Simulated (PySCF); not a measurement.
```yaml
atoms:
  - { symbol: C, position_ang: [2.4714, -0.4652, -1.0562] }
  - { symbol: C, position_ang: [1.2569, -0.0326, -0.6805] }
  - { symbol: C, position_ang: [0.5765, -0.4133, 0.6136] }
  - { symbol: B, position_ang: [0.2416, -1.8193, -0.0041] }
  - { symbol: C, position_ang: [-1.2610, -1.7614, -0.4811] }
  - { symbol: C, position_ang: [-1.7116, -0.3223, -0.2480] }
  - { symbol: F, position_ang: [-1.5684, 0.3954, -1.4320] }
  - { symbol: C, position_ang: [-0.7855, 0.2638, 0.8291] }
  - { symbol: C, position_ang: [-0.7853, 1.7828, 0.8823] }
  - { symbol: H, position_ang: [3.0893, -1.0864, -0.4002] }
  - { symbol: H, position_ang: [2.8926, -0.1896, -2.0262] }
  - { symbol: H, position_ang: [0.6674, 0.5523, -1.3926] }
  - { symbol: H, position_ang: [1.2648, -0.3540, 1.4674] }
  - { symbol: H, position_ang: [0.9714, -2.7796, -0.0056] }
  - { symbol: H, position_ang: [-1.5233, -2.1257, -1.4856] }
  - { symbol: H, position_ang: [-1.7869, -2.4316, 0.2287] }
  - { symbol: H, position_ang: [-2.7747, -0.2260, 0.0320] }
  - { symbol: H, position_ang: [-1.1755, -0.1181, 1.7900] }
  - { symbol: H, position_ang: [-0.1350, 2.1446, 1.6929] }
  - { symbol: H, position_ang: [-0.4241, 2.2153, -0.0618] }
  - { symbol: H, position_ang: [-1.7978, 2.1780, 1.0599] }
```

Geometry: PBE0-D3(BJ)/def2-SVP.

All numbers below come from PySCF 2.14.0, PBE0/def2-SVPD, SCF density, gas phase.

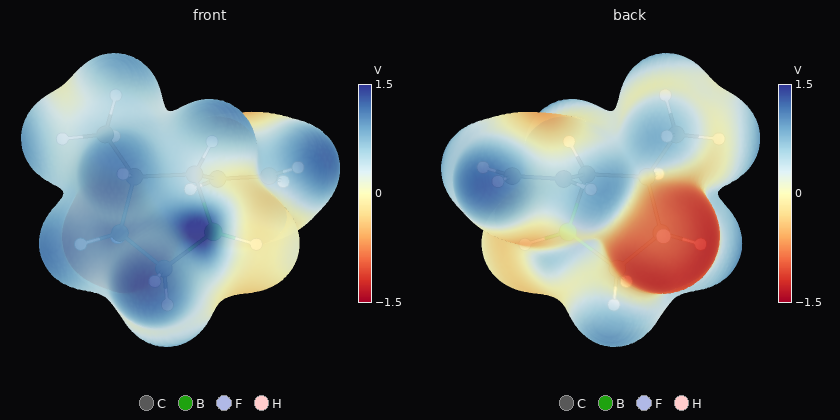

C7H12BF. The molecular electrostatic potential painted on the density surface at 0.004 e/bohr³, seen from the front and from behind; the colour scale runs from red (negative) to blue (positive).

### Where is the surface potential most negative and most positive?

The most negative region (about −1.2 V, or −28 kcal/mol for a unit charge) lies over F7, the most positive (about +1.3 V, or +30 kcal/mol for a unit charge) over B4 and H16.
